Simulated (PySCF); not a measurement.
# Two runs on CH7ClSi2

System: CH7ClSi2.
Method of the first run: TDDFT PBE0/6-31G*, vertical, gas phase, core orbitals frozen in the response (PySCF 2.14.0).

The geometry comes from this level: PBE0-D3(BJ)/def2-SVP. Text and figures count atoms from 1; the logs count them from 0 in places.

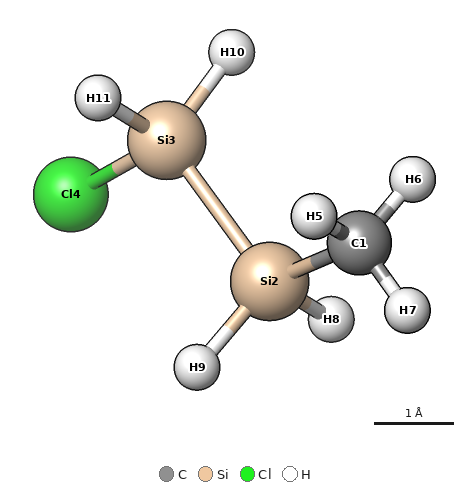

**Figure 1.** The structure as given in the input (ball-and-stick view, seen at a tilt; atoms are numbered from 1 in the order of the input). Bond lengths as drawn: Cl–Si 2.08 Å, C–H 1.10 Å, C–Si 1.88 Å, H–Si 1.49 to 1.50 Å and Si–Si 2.34 Å.

**Input file, the first run**
```
{"job": {"kind": "uv", "xc": "PBE0", "basis": "6-31G*"}, "charge": 0, "multiplicity": 1}
C     -0.470099     1.148285     0.509818
Si     0.931163     0.213948    -0.335353
Si     3.005956     1.245800     0.013583
Cl     4.446647     0.125521    -0.989925
H     -0.557237     2.170635     0.111515
H     -0.305638     1.214015     1.595962
H     -1.428442     0.633781     0.340198
H      1.034275    -1.182956     0.191293
H      0.704361     0.140563    -1.812495
H      3.376608     1.291444     1.460434
H      3.048740     2.640295    -0.520796
```

The first line tells a small driver script what to run in PySCF; the rest is the geometry in Å.

Command:
```bash
OMP_NUM_THREADS=1 python <driver script> task.json out
```

Hardware: 1 CPU thread, shared host.

**Output (the first run)**
```
coarse grid: 10304 points
cycle   1  E = -1081.0589814187  dE = -5.751e-02  |g| = 3.501e-01  |ddm| = 2.715e+00
cycle   2  E = -1081.0498544161  dE =  9.127e-03  |g| = 3.892e-01  |ddm| = 8.188e-01
cycle   3  E = -1081.0945289566  dE = -4.467e-02  |g| = 1.712e-02  |ddm| = 4.468e-01
cycle   4  E = -1081.0946101869  dE = -8.123e-05  |g| = 8.484e-03  |ddm| = 3.473e-02
cycle   5  E = -1081.0946336166  dE = -2.343e-05  |g| = 1.509e-03  |ddm| = 1.354e-02
cycle   6  E = -1081.0946343199  dE = -7.034e-07  |g| = 4.505e-04  |ddm| = 2.572e-03
final grid: 84416 points
cycle   7  E = -1081.0432467798  dE = -7.024e-06  |g| = 4.420e-03  |ddm| = 1.055e-02
cycle   8  E = -1081.0432445630  dE =  2.217e-06  |g| = 5.321e-03  |ddm| = 8.596e-03
cycle   9  E = -1081.0432521872  dE = -7.624e-06  |g| = 1.653e-04  |ddm| = 4.632e-03
cycle  10  E = -1081.0432521961  dE = -8.893e-09  |g| = 5.586e-05  |ddm| = 3.341e-04
cycle  11  E = -1081.0432521971  dE = -9.138e-10  |g| = 1.388e-05  |ddm| = 8.285e-05
converged SCF energy = -1081.0432521971

Static polarisability (au): isotropic 68.027, principal 55.132 65.088 83.860

Singlet excitations
state   eV       nm        f      main configurations
  1   6.0931    203.5   0.01595   H->L 0.98
  2   6.8359    181.4   0.00238   H-1->L 0.98
  3   7.6133    162.9   0.02245   H->L+1 0.89
  4   7.6949    161.1   0.00299   H-2->L 0.73, H->L+2 0.17, H-4->L 0.08
  5   7.8438    158.1   0.20963   H->L+2 0.55, H-4->L 0.30
  6   7.8641    157.7   0.01984   H-3->L 0.90
  7   8.0968    153.1   0.22696   H-4->L 0.56, H-2->L 0.20, H->L+2 0.15
  8   8.4347    147.0   0.00245   H-1->L+2 0.94
  9   8.5196    145.5   0.18895   H->L+3 0.76
 10   8.5885    144.4   0.02567   H-1->L+1 0.81

Triplet excitations (Tamm-Dancoff, eV): 5.4805 6.4889 6.7072 6.8651
```

The second run used a changed input.

**The two runs side by side**

| quantity | the first run | the second run |
| --- | --- | --- |
| outcome | converged | converged |
| total energy (hartree) | −1081.043252 | −1080.745059 |
| HOMO (eV) | −7.90 | −7.88 |
| LUMO (eV) | −0.48 | −0.34 |
| dipole moment (D) | 2.90 | 2.44 |
| lowest excitation (eV) | 6.09 | 6.21 |
| SCF iterations | 11 | 11 |
| strongest computed line (eV) | 8.10 | 8.36 |
| basis functions | 82 | 103 |
| wall time (shared host) | 12 s | 15 s |

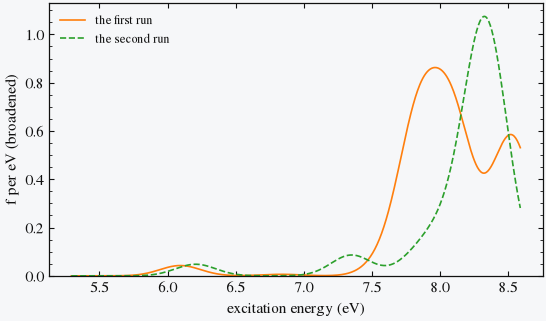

**Figure 2.** Absorption of the two runs from their computed states, each broadened by a Gaussian of 0.35 eV full width; the range ends where the shorter list of states ends.

What was changed in the input?

The change (lines with − go, lines with + come):
```diff
-"basis": "6-31G*"
+"basis": "def2-SVP"
```

The total energy of the second run is 187.1 kcal/mol higher, which measures the change of basis and not a stability. The LUMO goes from −0.48 to −0.34 eV. The dipole moment goes from 2.90 to 2.44 D. The lowest excitation goes from 6.09 to 6.21 eV. The strongest computed line goes from 8.10 to 8.36 eV. The number of SCF iterations is the same. The basis functions go from 82 to 103.

**Output (the second run)**
```
coarse grid: 10304 points
cycle   1  E = -1080.5909348585  dE = -9.235e-02  |g| = 3.357e-01  |ddm| = 2.965e+00
cycle   2  E = -1080.5824809173  dE =  8.454e-03  |g| = 3.743e-01  |ddm| = 8.087e-01
cycle   3  E = -1080.6228280904  dE = -4.035e-02  |g| = 2.017e-02  |ddm| = 4.419e-01
cycle   4  E = -1080.6229488892  dE = -1.208e-04  |g| = 8.360e-03  |ddm| = 3.458e-02
cycle   5  E = -1080.6229698744  dE = -2.099e-05  |g| = 1.630e-03  |ddm| = 1.286e-02
cycle   6  E = -1080.6229706242  dE = -7.497e-07  |g| = 5.685e-04  |ddm| = 2.889e-03
final grid: 84416 points
cycle   7  E = -1080.7450543378  dE = -8.300e-06  |g| = 4.045e-03  |ddm| = 1.270e-02
cycle   8  E = -1080.7450524746  dE =  1.863e-06  |g| = 4.824e-03  |ddm| = 8.137e-03
cycle   9  E = -1080.7450587627  dE = -6.288e-06  |g| = 1.928e-04  |ddm| = 4.456e-03
cycle  10  E = -1080.7450587750  dE = -1.228e-08  |g| = 3.910e-05  |ddm| = 3.565e-04
cycle  11  E = -1080.7450587754  dE = -3.947e-10  |g| = 1.336e-05  |ddm| = 6.213e-05
converged SCF energy = -1080.7450587754

Static polarisability (au): isotropic 71.645, principal 60.735 68.541 85.658

Singlet excitations
state   eV       nm        f      main configurations
  1   6.2058    199.8   0.01792   H->L 0.98
  2   6.9016    179.6   0.00012   H-1->L 0.98
  3   7.3489    168.7   0.03207   H->L+1 0.94
  4   7.8220    158.5   0.01886   H-2->L 0.82, H-4->L 0.12
  5   7.9237    156.5   0.01407   H-3->L 0.95
  6   8.0206    154.6   0.03915   H->L+2 0.42, H-4->L 0.27, H-1->L+1 0.18
  7   8.2117    151.0   0.06734   H->L+3 0.51, H-1->L+1 0.20, H->L+2 0.13
  8   8.2940    149.5   0.08273   H-1->L+1 0.45, H-4->L 0.43
  9   8.3616    148.3   0.27131   H->L+3 0.42, H->L+2 0.28, H-1->L+1 0.09
 10   8.6562    143.2   0.00634   H-1->L+2 0.89

Triplet excitations (Tamm-Dancoff, eV): 5.5070 6.3541 6.5334 7.0371
```
